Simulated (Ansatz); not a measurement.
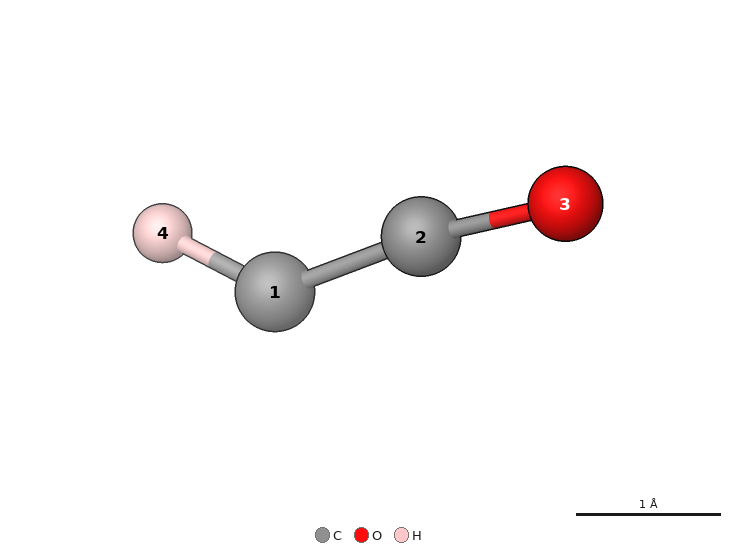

Orthographic view. Atoms fade into the background with distance from the viewer. Charge −1, singlet. The geometry was computed by an optimisation with PBE0-D4/def2-TZVPD. No frequency run is at hand to confirm it as a minimum.

List all interatomic distances (Å) as a matrix.

```
atom    C1    C2    O3    H4
  C1  0.00                  
  C2  1.26  0.00            
  O3  2.47  1.22  0.00      
  H4  1.07  2.18  3.38  0.00
```
